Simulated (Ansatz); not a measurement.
CH₂OSe: several calculations on one system

### Relaxation

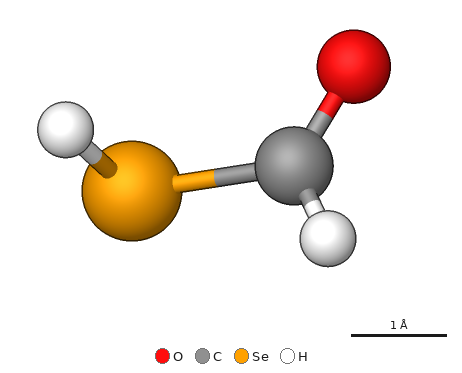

Starting structure of CH₂OSe. The picture is a ball-and-stick view, seen at a tilt.

The run prepares an end point of a later path (hydrogen shift) calculation, from a guessed geometry.

All numbers below come from UKS PBE/def2-SVP (Ansatz 0.2.0).

The input:
```yaml
crystal:
  periodic: [false, false, false]
  atoms:
    - { symbol: O, position_ang: [-0.4592, -1.1659, 1.0039] }
    - { symbol: C, position_ang: [-0.3935, -0.4975, -0.0484] }
    - { symbol: Se, position_ang: [1.2414, 0.3637, -0.4816] }
    - { symbol: H, position_ang: [-1.1515, -0.4111, -0.7381] }
    - { symbol: H, position_ang: [0.8127, 1.6372, 0.2227] }
magnetization:
  spin_polarized: true
basis:
  gaussian: { orbitals: def2-SVP }
hamiltonian:
  xc: pbe
relax:
  f_tol: 0.02
  max_steps: 50
output:
  orbitals: {}
```

Launched with:
```bash
ansatz run input.yaml --threads 2 --pin off --max-ram 3072MiB --backend cpu --events-out ev --progress --plain --runs-dir out
```

> Predict the outcome.

The energy falls by 18.5 kcal/mol in 10 accepted moves (11 points after the start). Largest force component: 5.6 eV/Å at the start, 0.002 eV/Å at the end. The line search rejected the trial step at point 2 of the run. The largest move after the best rigid fit is that of H5, 0.80 Å. Largest moves by element: H 0.80 Å, Se 0.69 Å, O 0.60 Å, C 0.19 Å. Among the contacts that change: C2–H4 1.028 → 1.125 Å, C2–Se3 1.898 → 1.958 Å, O1–C2 1.248 → 1.203 Å, Se3–H5 1.517 → 1.486 Å. Bond angles that change, for instance: O1–C2–Se3 118.7° → 123.4°, Se3–C2–H4 116.3° → 112.1°. Groups turn about C2–Se3 by about 90°. Cost: 16 s on 2 threads of Intel(R) Xeon(R) Platinum 8259CL CPU @ 2.50GHz (Skylake/Cascade Lake) (shared host), peak memory 0.17 GiB.

The structure at the end:

```xyz
5

O    -0.4767   -1.6336    0.6287
C    -0.3525   -0.5462    0.1298
Se    1.3099    0.4867    0.1970
H    -1.1661   -0.0027   -0.4264
H     0.7353    1.6222   -0.5705
```

The end point in the same view:

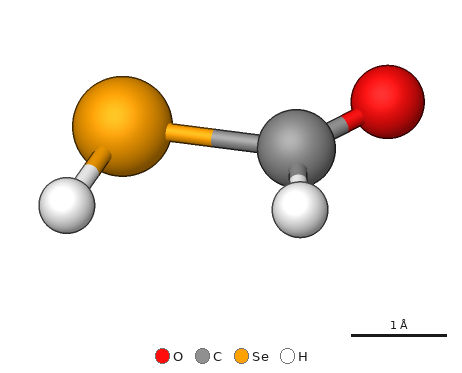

### Relaxation

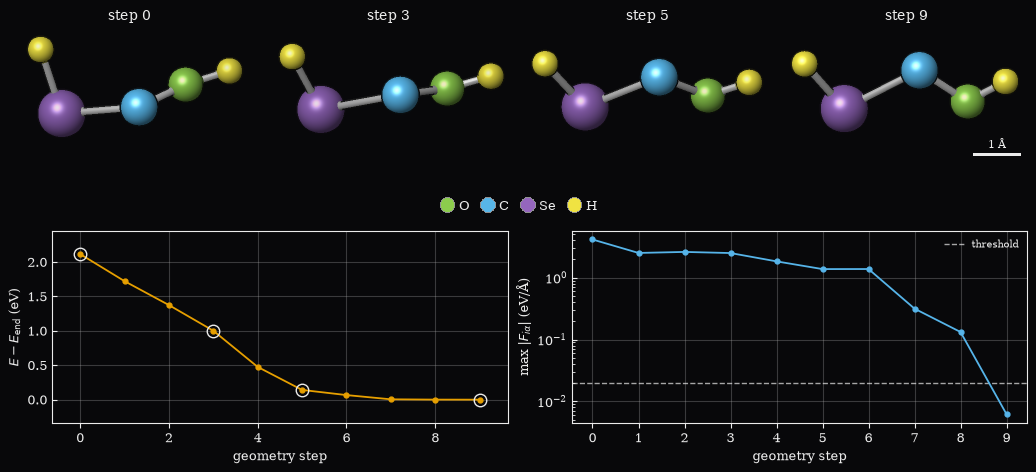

Frames of a relaxation of CH2OSe, marked on the history of the run. The picture is a ball-and-stick view, seen face on.

The run prepares an end point of a later path (hydrogen shift) calculation, from a guessed geometry.

All numbers below come from UKS PBE/def2-SVP (Ansatz 0.2.0). Settings: collinear spin; force threshold 0.02 eV/Å; at most 50 steps.

What happens along the run?

Answer. Over 9 geometry steps the energy falls by 2.117 eV. Largest force component: 4.1 eV/Å at the start, 0.0062 eV/Å at the end. The C atom moves most after the best rigid fit: 0.84 Å. By element the largest moves are C 0.84 Å, H 0.47 Å, O 0.43 Å, Se 0.16 Å. Some distances before and after: C–O 1.248 → 1.331 Å, H–Se 1.517 → 1.483 Å, C–Se 1.898 → 1.924 Å, H–O 0.990 → 0.980 Å. Among the angles between lasting bonds that change: C–O–H 159.1° → 105.8°, O–C–Se 118.7° → 106.8°. Groups turn about C–Se by about 90°. The run took 16 s on 2 threads of Intel(R) Xeon(R) Platinum 8259CL CPU @ 2.50GHz (Skylake/Cascade Lake), on a shared host, peak memory 0.18 GiB. From step 0 to 3: the C atom moves most (0.32 Å), energy −1.115 eV. From step 3 to 5: the C atom moves most (0.39 Å), energy −0.860 eV. From step 5 to 9: the C atom moves most (0.19 Å), energy −0.142 eV.

```tsv
step	E − E(0), eV	largest force component, eV/Å
0	0.0000	4.1471
1	-0.3940	2.5123
2	-0.7416	2.6104
3	-1.1148	2.5035
4	-1.6408	1.8362
5	-1.9751	1.3775
6	-2.0499	1.3802
7	-2.1114	0.3158
8	-2.1157	0.1324
9	-2.1166	0.0062
```

### Path

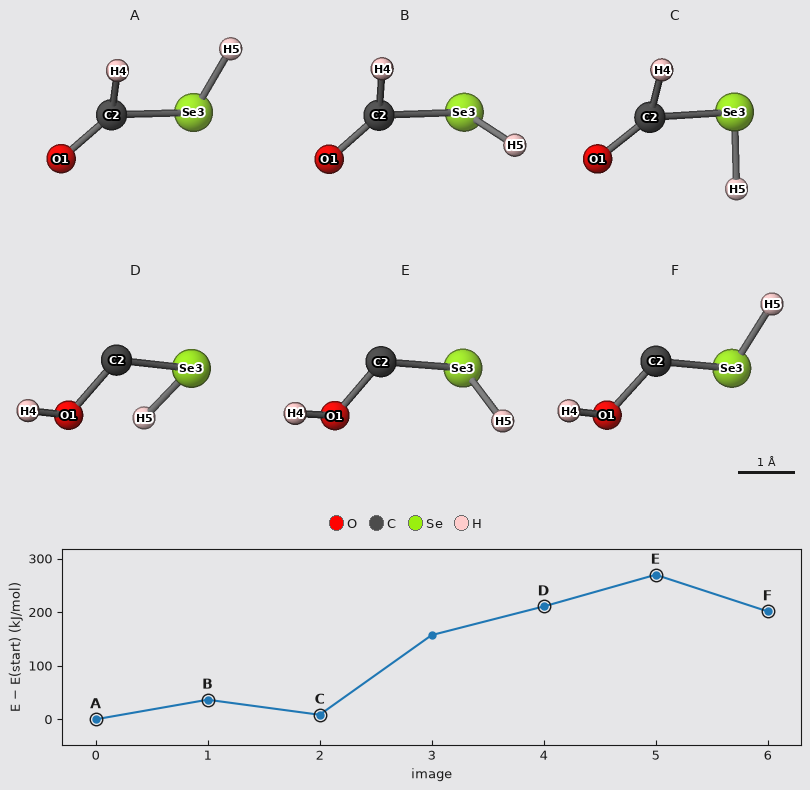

NEB run on CH2OSe. Images are numbered from 0 (start) to 6 (end). Frames A to F are images 0, 1, 2, 4, 5, 6. Style: ball-and-stick. Shown from a free direction.

These are results of Ansatz 0.2.0, UKS PBE/def2-SVP, not measurements. Settings: 5 movable images; climbing image; force threshold 0.03 eV/Å; iteration limit 60; starting path through a guess of the saddle point.

> Read off the barrier and say what moves.

Forward barrier 269.8 kJ/mol, backward barrier 68.4 kJ/mol, with image 5 at the top; the reaction energy is +201.5 kJ/mol. The profile has 2 maxima (images 1, 5) with a dip at image 2 (+8.5 kJ/mol), so the process runs in steps. The path has more than one stage, and so few images may leave a stage unresolved. Breaking: C2–H4 (1.13 → 1.85 at the top → 1.85 Å). Forming: O1–H4 (2.06 → 0.99 at the top → 0.98 Å). The band converged in 21 iterations. The largest component of the band force went from 9.2 to 0.026 eV/Å. The climbing image converged on the top of the path. Its vibrational analysis gives one imaginary mode (507i cm⁻¹), as a transition state must have.

The run took 2.2 min on 2 threads of Intel(R) Xeon(R) Platinum 8259CL CPU @ 2.50GHz (Skylake/Cascade Lake) (shared host), peak memory 0.16 GiB.
